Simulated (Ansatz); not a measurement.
**Geometry relaxation of AlH3OF2**

AlH3OF2, computed with RKS B3LYP/def2-SVP (Ansatz 0.2.0).

The input holds or restrains some coordinates. It belongs to a series of runs on one base structure; here: pulled along the bonds that form and break, towards end A. Figures and captions count atoms from 1; the log counts them from 0 in places.

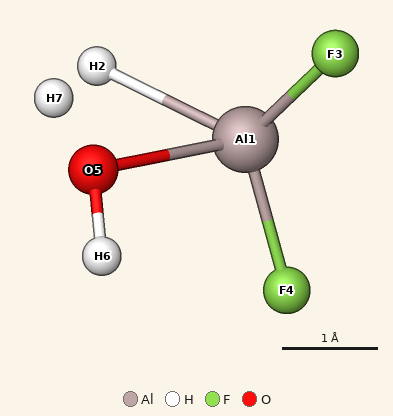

**Figure 1.** The structure as given in the input (ball-and-stick view, seen at a tilt; atoms are numbered from 1 in the order of the input). Sticks mark near contacts.

## Input file
```yaml
crystal:
  periodic: [false, false, false]
  atoms:
    - { symbol: Al, position_ang: [0.0, 0.0, 0.0] }
    - { symbol: H, position_ang: [0.0, 0.0, 1.91] }
    - { symbol: F, position_ang: [1.4635, 0.0, -0.845] }
    - { symbol: F, position_ang: [-1.4635, 0.0, -0.845] }
    - { symbol: O, position_ang: [0.0869, -1.972, 0.6559] }
    - { symbol: H, position_ang: [-0.4595, -2.5566, 0.0397] }
    - { symbol: H, position_ang: [0.0439, -0.9965, 1.8084] }
basis:
  gaussian: { orbitals: def2-SVP }
hamiltonian:
  xc: b3lyp
relax:
  f_tol: 0.15
  max_steps: 25
  restrain:
    - { distance: [0, 4], at: 2.98, k: 30.0 }
    - { distance: [6, 1], at: 1.86, k: 30.0 }
    - { distance: [0, 1], at: 1.56, k: 30.0 }
    - { distance: [6, 4], at: 1.01, k: 30.0 }
output:
  orbitals: {}
```

Command:
```bash
ansatz run input.yaml --threads 1 --pin off --max-ram 2048MiB --backend cpu --events-out ev --progress --plain --runs-dir out
```

## Output
```
The last accepted step is kept in [file] (removed where the run ends without a failure and the disk answers)
Engine: ansatz 0.2.0, aarch64-unknown-linux-gnu
Functional definition: B3LYP
  parameter a0 = 0.2
  parameter ax = 0.72
  parameter ac = 0.81
  exchange = (1 - a0 - ax)*slater_x + ax*b88_x + a0*exact_x
  correlation = (1 - ac)*vwn_rpa_c + ac*lyp_c
749 factors; integrals over basis functions are off by at most 3.2e-4 eV
mean field evaluation 1: about -14112.8202 eV, gradient 7.1e1 eV
mean field evaluation 2: about -14049.6565 eV, gradient 1.7e2 eV
mean field evaluation 4: about -14121.3970 eV, gradient 8.8e0 eV
mean field evaluation 8: about -14121.5838 eV, gradient 4.4e-1 eV
mean field evaluation 16: about -14121.5842 eV, gradient 1.2e-5 eV
mean field -14121.58418349 eV, -518.9586467897 hartree, gradient 1.2e-5 eV, S^2 0.000000; 0 other end points of the search recorded, 0 dependent functions left out
the calculation of the forces begins
reference -14121.58441619 eV, -518.9586553413 hartree; 21, 21 occupied and 54, 54 virtual orbitals, 749 factors
relax step   1: F+E_penalty+E_count = -14121.58418349 eV  Δ(F+E_penalty+E_count) = +0.000e0 eV  max|allowed force component| = 4.850e0 eV/Å  E_restraint = 28.77087838 eV  max|allowed force component, restraints' pulls added| = 3.476e1 eV/Å  Δτ_max = 0.0000 Å  (27 SCF iters, accepted)
  distance Al 0 - O 4 = 2.0800 Å
  distance H 6 - H 1 = 1.0026 Å
  distance Al 0 - H 1 = 1.9100 Å
  distance H 6 - O 4 = 1.5105 Å
these checks for a lower state are left out or cut short: starts, cluster_reference, orbital_swaps, neighbouring_geometries, increment
749 factors; integrals over basis functions are off by at most 4.7e-4 eV
mean field -14121.13629772 eV, -518.9421872914 hartree, gradient 8.4e-6 eV, S^2 0.000000; 0 other end points of the search recorded, 0 dependent functions left out
[... from here on the field's lines of each further geometry are left out, up to the last ...]
relax step   2: F+E_penalty+E_count = -14121.13629772 eV  Δ(F+E_penalty+E_count) = +4.479e-1 eV  max|allowed force component| = 3.552e0 eV/Å  E_restraint = 14.07511382 eV  max|allowed force component, restraints' pulls added| = 2.446e1 eV/Å  Δτ_max = 0.1950 Å  (33 SCF iters, accepted)
relax step   3: F+E_penalty+E_count = -14121.63071410 eV  Δ(F+E_penalty+E_count) = -4.944e-1 eV  max|allowed force component| = 3.385e0 eV/Å  E_restraint = 4.87611457 eV  max|allowed force component, restraints' pulls added| = 1.362e1 eV/Å  Δτ_max = 0.1949 Å  (32 SCF iters, accepted)
relax step   4: F+E_penalty+E_count = -14122.32859431 eV  Δ(F+E_penalty+E_count) = -6.979e-1 eV  max|allowed force component| = 2.274e0 eV/Å  E_restraint = 0.46110180 eV  max|allowed force component, restraints' pulls added| = 5.866e0 eV/Å  Δτ_max = 0.1992 Å  (31 SCF iters, accepted)
relax step   5: F+E_penalty+E_count = -14122.64411814 eV  Δ(F+E_penalty+E_count) = -3.155e-1 eV  max|allowed force component| = 1.382e0 eV/Å  E_restraint = 0.03938023 eV  max|allowed force component, restraints' pulls added| = 1.914e0 eV/Å  Δτ_max = 0.1908 Å  (27 SCF iters, accepted)
relax step   6: F+E_penalty+E_count = -14122.77434930 eV  Δ(F+E_penalty+E_count) = -1.302e-1 eV  max|allowed force component| = 1.221e0 eV/Å  E_restraint = 0.02335202 eV  max|allowed force component, restraints' pulls added| = 1.568e0 eV/Å  Δτ_max = 0.1999 Å  (26 SCF iters, accepted)
relax step   7: F+E_penalty+E_count = -14122.86675640 eV  Δ(F+E_penalty+E_count) = -9.241e-2 eV  max|allowed force component| = 1.662e0 eV/Å  E_restraint = 0.02789667 eV  max|allowed force component, restraints' pulls added| = 1.560e0 eV/Å  Δτ_max = 0.1951 Å  (27 SCF iters, accepted)
relax step   8: F+E_penalty+E_count = -14122.97571073 eV  Δ(F+E_penalty+E_count) = -1.090e-1 eV  max|allowed force component| = 1.138e0 eV/Å  E_restraint = 0.01797036 eV  max|allowed force component, restraints' pulls added| = 7.266e-1 eV/Å  Δτ_max = 0.2000 Å  (26 SCF iters, accepted)
relax step   9: F+E_penalty+E_count = -14123.00951922 eV  Δ(F+E_penalty+E_count) = -3.381e-2 eV  max|allowed force component| = 1.053e0 eV/Å  E_restraint = 0.01629889 eV  max|allowed force component, restraints' pulls added| = 6.875e-2 eV/Å  Δτ_max = 0.1693 Å  (26 SCF iters, accepted)
relax step  10: F+E_penalty+E_count = -14122.99037386 eV  Δ(F+E_penalty+E_count) = +1.915e-2 eV  max|allowed force component| = 9.319e-1 eV/Å  E_restraint = 0.01611836 eV  max|allowed force component, restraints' pulls added| = 4.488e-1 eV/Å  Δτ_max = 0.1757 Å  (26 SCF iters, rejected (line search))
the calculation of the forces begins
reference -14123.01109707 eV, -519.0110848966 hartree; 21, 21 occupied and 54, 54 virtual orbitals, 749 factors
relax step  11: F+E_penalty+E_count = -14123.01086350 eV  Δ(F+E_penalty+E_count) = -1.344e-3 eV  max|allowed force component| = 1.048e0 eV/Å  E_restraint = 0.01529234 eV  max|allowed force component, restraints' pulls added| = 1.424e-1 eV/Å  Δτ_max = 0.0857 Å  (26 SCF iters, accepted)
  distance Al 0 - O 4 = 2.9593 Å
  distance H 6 - H 1 = 1.8707 Å
  distance Al 0 - H 1 = 1.5639 Å
  distance H 6 - O 4 = 0.9885 Å
749 factors; integrals over basis functions are off by at most 7.5e-4 eV
mean field evaluation 96: about -14122.9923 eV, gradient 1.9e0 eV
```

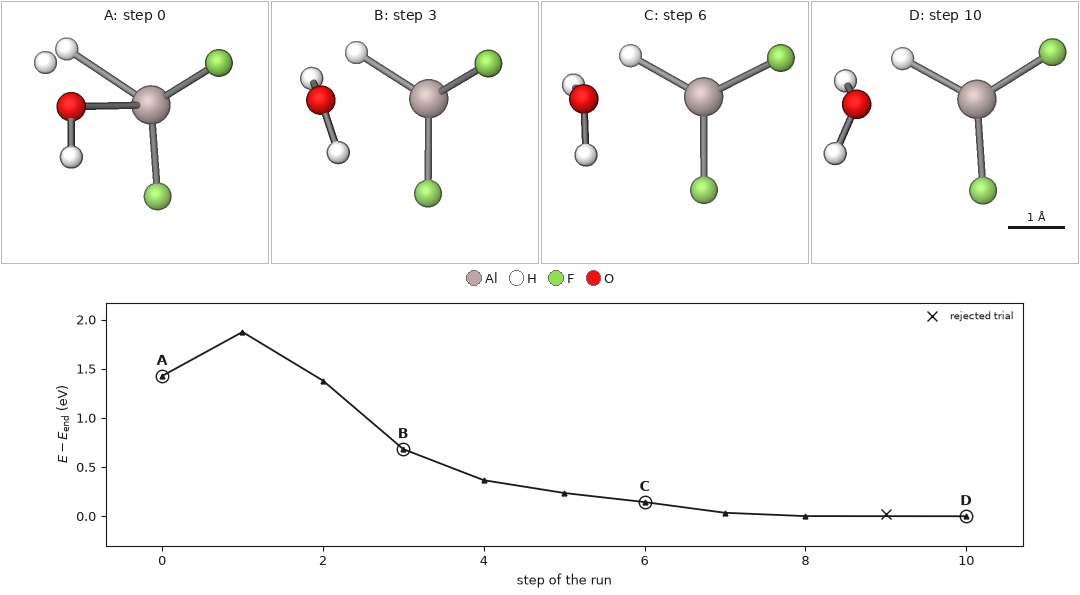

**Figure 2.** Frames of the restrained relaxation (ball-and-stick view, seen at a tilt) above the curves, on which the letters mark them (the first geometry is step 0 here and step 1 in the log).

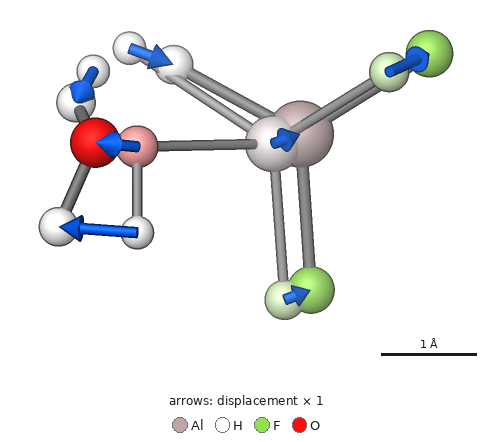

**Figure 3.** Start (faint) and end (solid) with the displacements as blue arrows, at true length (ball-and-stick view, seen at a tilt). The two geometries are laid on each other by the best rigid fit. Over 10 geometry steps the energy falls by 1.427 eV. The largest force component goes from 4.9 to 1 eV/Å. The line search rejected the trial step at point 9 (counted from 0) and went back. The atom that moves furthest after the best rigid fit is H6 (0.85 Å). Largest moves by element: H 0.85 Å, F 0.79 Å, O 0.56 Å, Al 0.35 Å. Among the contacts that change: Al1–O5 2.080 → 2.959 Å, O5–H7 1.511 → 0.988 Å, Al1–H2 1.910 → 1.564 Å, O5–H6 1.010 → 0.969 Å. New bonds form: O5–H7 (1.51 → 0.99 Å). Bonds break: Al1–O5 (2.08 → 2.96 Å). (Atoms are counted from 1 in the order of the input.)

```
mean field -14123.01086350 eV, -519.0110763132 hartree, gradient 5.1e-6 eV, S^2 0.000000; 1 other end points of the search recorded, 0 dependent functions left out
the calculation of the forces begins
reference -14123.01109707 eV, -519.0110848966 hartree; 21, 21 occupied and 54, 54 virtual orbitals, 749 factors
Total energy: -14123.01109707 eV, -519.0110848966 hartree
Atom 0 at     0.112294     0.309460    -0.119439 Å, force    -0.115892    -0.464824     0.095185 eV/Å
Atom 1 at     0.050866     0.142094     1.434252 Å, force     0.007238     0.297870     0.053270 eV/Å
Atom 2 at     1.502285     0.793261    -0.881289 Å, force    -0.028521    -0.043110    -0.009447 eV/Å
Atom 3 at    -1.295992     0.195058    -0.997317 Å, force     0.142436    -0.005235     0.046057 eV/Å
Atom 4 at     0.104955    -2.459438     0.925013 Å, force    -0.084492     1.047739     0.190729 eV/Å
Atom 5 at    -0.798372    -2.782998     0.788101 Å, force     0.014023    -0.009944     0.023223 eV/Å
Atom 6 at    -0.004735    -1.722538     1.574679 Å, force     0.065208    -0.822496    -0.399017 eV/Å
Dipole moment:    -0.316485    -0.090005     0.430848 e Å
```

## Trajectory as extended XYZ (Å, eV, eV/Å), 11 frames, from step=1 to step=11
```
7
Properties=species:S:1:pos:R:3:forces:R:3 step=1 energy=-14121.58418
Al    0.0000    0.0000    0.0000    0.4819  -4.8501  -0.0187
H     0.0000    0.0000    1.9100    0.2185  -0.6511  -0.3788
F     1.4635    0.0000   -0.8450   -0.7097   1.1029   0.5401
F    -1.4635    0.0000   -0.8450    0.6358   0.8372   0.6711
O     0.0869   -1.9720    0.6559   -0.6291   2.2134  -1.2329
H    -0.4595   -2.5566    0.0397    0.6575   0.8507   1.6102
H     0.0439   -0.9965    1.8084   -0.6549   0.4971  -1.1911
7
Properties=species:S:1:pos:R:3:forces:R:3 step=2 energy=-14121.13630
Al   -0.0012    0.1116    0.0202    0.5200  -3.5515   0.6520
H    -0.0039    0.1304    1.8456    0.1020  -0.0671  -1.1632
F     1.4561    0.0112   -0.8386   -0.8451   0.8924   0.5153
F    -1.4575    0.0088   -0.8378    0.7377   0.6221   0.6231
O     0.0872   -2.0607    0.7520    0.5344   2.9471   0.1830
H    -0.4549   -2.5522    0.0544    0.0556   0.9866   2.0783
H     0.0455   -1.1743    1.7283   -1.1046  -1.8296  -2.8884
7
Properties=species:S:1:pos:R:3:forces:R:3 step=3 energy=-14121.63071
Al   -0.0014    0.2415    0.0386    0.4503  -2.5727   0.4389
H    -0.0061    0.2369    1.7712   -0.0158   0.6303  -1.4134
F     1.4453    0.0193   -0.8325   -1.0110   0.8376   0.5648
F    -1.4476    0.0134   -0.8304    0.8980   0.5667   0.6393
O     0.1054   -2.1458    0.8454    0.5466   2.0061   0.5700
H    -0.4580   -2.5388    0.0836    0.2917   1.6283   2.5856
H     0.0337   -1.3515    1.6481   -1.1598  -3.0962  -3.3852
7
Properties=species:S:1:pos:R:3:forces:R:3 step=4 energy=-14122.32859
Al   -0.0018    0.3782    0.0522    0.3590  -2.2735  -0.7501
H    -0.0045    0.3178    1.6548   -0.0641   0.7220  -0.4903
F     1.4240    0.0485   -0.8218   -0.9978   0.8748   0.5877
F    -1.4276    0.0310   -0.8180    0.9113   0.6353   0.6598
O     0.1297   -2.2854    0.9473    0.3609  -0.4704  -1.0681
H    -0.4533   -2.4889    0.1526    0.4235   1.1997   2.0019
H     0.0047   -1.5261    1.5570   -0.9928  -0.6879  -0.9410
7
Properties=species:S:1:pos:R:3:forces:R:3 step=5 energy=-14122.64412
Al    0.0147    0.3186    0.0381    0.3564  -0.9345  -1.3822
H    -0.0033    0.3124    1.5939   -0.0186   0.3586   0.0764
F     1.4344    0.2222   -0.8867   -0.9225   0.3382   0.7026
F    -1.4154    0.1381   -0.8507    0.7677   0.2076   0.6144
O     0.1021   -2.4378    1.0588    0.0559   0.7060  -0.4433
H    -0.4472   -2.5057    0.2412    0.1872   0.4254   1.0725
H    -0.0140   -1.5731    1.5294   -0.4260  -1.1013  -0.6405
7
Properties=species:S:1:pos:R:3:forces:R:3 step=6 energy=-14122.77435
Al    0.0750    0.3301    0.0145    0.3687  -0.9555  -1.2209
H     0.0216    0.2742    1.5702    0.0742   0.4130   0.0772
F     1.4729    0.4095   -0.9451   -0.9364   0.1915   0.7814
F    -1.3635    0.0407   -0.8212    0.6571   0.2343   0.4308
O     0.1027   -2.4391    1.0412   -0.0321   0.9479  -0.3465
H    -0.5574   -2.5355    0.3203    0.1542   0.2771   0.7833
H    -0.0800   -1.6050    1.5442   -0.2858  -1.1082  -0.5053
7
Properties=species:S:1:pos:R:3:forces:R:3 step=7 energy=-14122.86676
Al    0.1069    0.3177   -0.0342    0.4310  -0.6844  -0.9681
H     0.0297    0.2090    1.5273    0.1027   0.4332  -0.0318
F     1.5020    0.5738   -0.9745   -1.0437  -0.0626   0.8257
F    -1.3421    0.0951   -0.8661    0.6278   0.1304   0.3453
O     0.1604   -2.4340    1.0167   -1.6624   1.2166  -0.6501
H    -0.6606   -2.6195    0.4630    1.2680   0.2093   1.0370
H    -0.1250   -1.6672    1.5919    0.2767  -1.2425  -0.5581
7
Properties=species:S:1:pos:R:3:forces:R:3 step=8 energy=-14122.97571
Al    0.1269    0.3136   -0.0707    0.1617  -0.5172  -0.5852
H     0.0755    0.1816    1.4865    0.0543   0.3592   0.0333
F     1.5014    0.7408   -0.9415   -0.6353  -0.1578   0.4596
F    -1.3035    0.0784   -0.9157    0.4662   0.1030   0.2544
O     0.1140   -2.4518    0.9747   -0.4334   1.1384   0.0274
H    -0.7596   -2.7008    0.6166    0.2774   0.0615   0.2139
H    -0.0835   -1.6868    1.5740    0.1092  -0.9870  -0.4034
7
Properties=species:S:1:pos:R:3:forces:R:3 step=9 energy=-14123.00952
Al    0.1238    0.3208   -0.1106   -0.0045  -0.5909   0.1714
H     0.0771    0.1493    1.4434    0.0172   0.3389   0.0566
F     1.4990    0.8183   -0.8895   -0.0400  -0.0053  -0.0112
F    -1.2809    0.1157   -0.9687    0.0198   0.0492  -0.0472
O     0.0899   -2.4530    0.9173   -0.0781   1.0529   0.2346
H    -0.8167   -2.7598    0.7646    0.0104  -0.0127   0.0033
H    -0.0209   -1.7163    1.5674    0.0753  -0.8320  -0.4075
7
Properties=species:S:1:pos:R:3:forces:R:3 step=10 energy=-14122.99037 accepted=F
Al    0.1175    0.2797   -0.1545   -0.4458  -0.1947   0.2315
H     0.0399    0.1187    1.4003    0.0151   0.2040   0.0377
F     1.5010    0.8442   -0.8600    0.1388  -0.1011  -0.1374
F    -1.2983    0.2766   -1.0370    0.2856  -0.1273   0.0905
O     0.0984   -2.4738    0.9241   -0.3753   0.9319   0.2144
H    -0.8096   -2.8273    0.8634    0.3394   0.1273   0.0344
H     0.0224   -1.7432    1.5878    0.0422  -0.8400  -0.4711
7
Properties=species:S:1:pos:R:3:forces:R:3 step=11 energy=-14123.01086
Al    0.1123    0.3095   -0.1194   -0.1159  -0.4648   0.0952
H     0.0509    0.1421    1.4343    0.0072   0.2979   0.0533
F     1.5023    0.7933   -0.8813   -0.0285  -0.0431  -0.0094
F    -1.2960    0.1951   -0.9973    0.1424  -0.0052   0.0461
O     0.1050   -2.4594    0.9250   -0.0845   1.0477   0.1907
H    -0.7984   -2.7830    0.7881    0.0140  -0.0099   0.0232
H    -0.0047   -1.7225    1.5747    0.0652  -0.8225  -0.3990
```

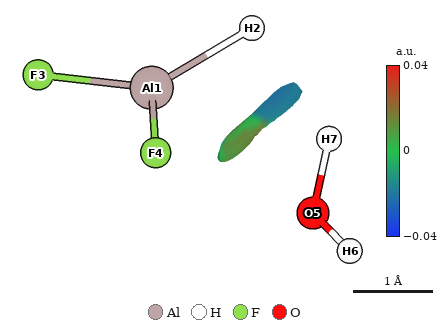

**Figure 4.** Non-covalent interaction (NCI) plot: the surface where the reduced density gradient is 0.4, for densities under 0.05 a.u., coloured by sign(λ₂)ρ; seen at an oblique angle.

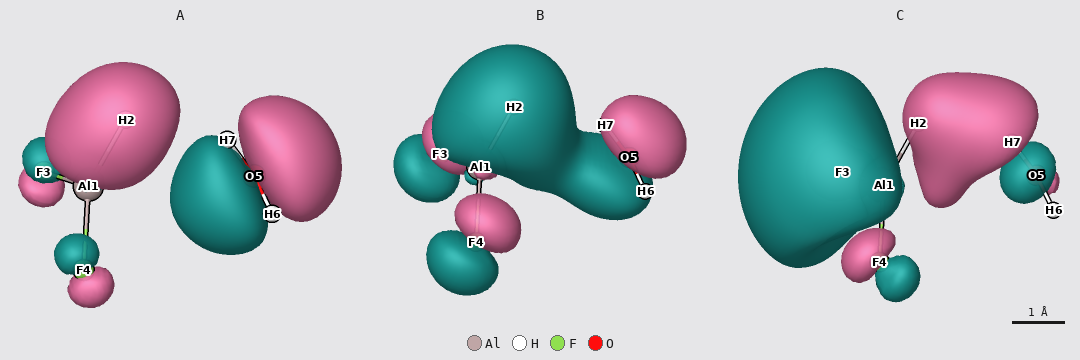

**Figure 5.** Three frontier orbitals at ±0.08 Å⁻³ᐟ² (teal and pink are the two phases). B is the HOMO−1 (−9.95 eV). Its weight (Hirshfeld) is mainly on H2 (30 %), Al1 (20 %), O5 (20 %), F4 (10 %) and F3 (10 %). A is the HOMO (−8.97 eV). C is the LUMO (−0.63 eV). By Hirshfeld shares it lies mainly on Al1 (65 %) and H2 (10 %). The HOMO–LUMO gap is 8.34 eV between the orbital energies.

## Summary

- outcome: converged under the restraints of the input
- total energy: −14123.0111 eV
- mean-field energy: −14123.0111 eV
- largest force (length of the vector) at the end, held atoms and coordinates included: 1.068 eV/Å
- hardware: 1 thread of Arm Neoverse V2, 24 GiB of memory available, shared host
- wall time: 27 s
- peak memory: 0.16 GiB
